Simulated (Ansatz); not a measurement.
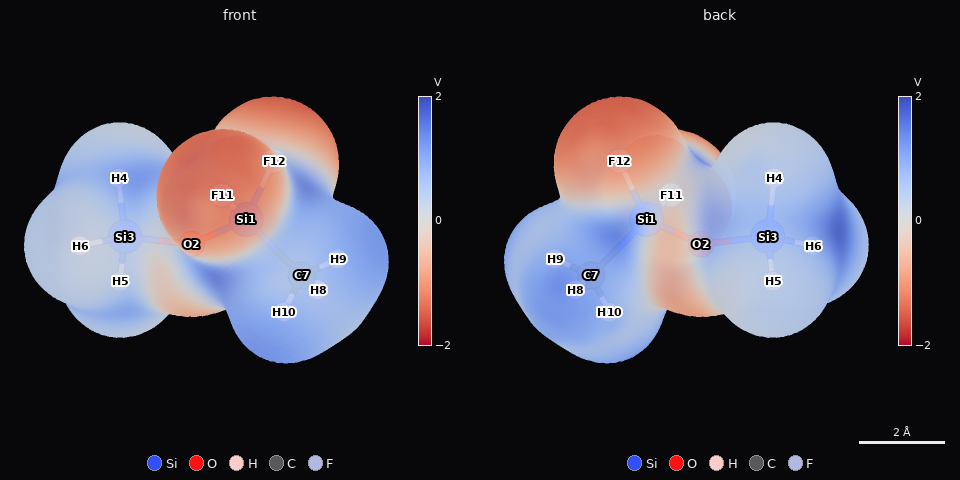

The picture shows: CH$_{6}$F$_{2}$OSi$_{2}$. The molecular electrostatic potential painted on the density surface at 0.002 e/bohr³, seen from the front and from behind; the colour scale runs from red (negative) to blue (positive).

These are results of Ansatz 0.2.0, RKS PBE-D4/6-31G, not measurements.

```yaml
atoms:
  - { symbol: Si, position_ang: [-0.0090, -0.0133, -0.2060] }
  - { symbol: O, position_ang: [-0.3034, -0.3018, 1.4150] }
  - { symbol: Si, position_ang: [-1.3735, -0.4749, 2.7624] }
  - { symbol: H, position_ang: [-2.6058, -1.2570, 2.3607] }
  - { symbol: H, position_ang: [-0.6109, -1.2162, 3.8343] }
  - { symbol: H, position_ang: [-1.7748, 0.8951, 3.2633] }
  - { symbol: C, position_ang: [1.8278, 0.0309, -0.5619] }
  - { symbol: H, position_ang: [2.2846, -0.9305, -0.2802] }
  - { symbol: H, position_ang: [2.0151, 0.2149, -1.6306] }
  - { symbol: H, position_ang: [2.3032, 0.8308, 0.0265] }
  - { symbol: F, position_ang: [-0.7643, 1.4372, -0.6664] }
  - { symbol: F, position_ang: [-0.7882, -1.1960, -1.1440] }
```

Where is the surface potential most negative and most positive?

The most negative region (about −1.4 V, or −32 kcal/mol for a unit charge) lies over F11 and F12, the most positive (about +1.6 V, or +37 kcal/mol for a unit charge) over Si3.
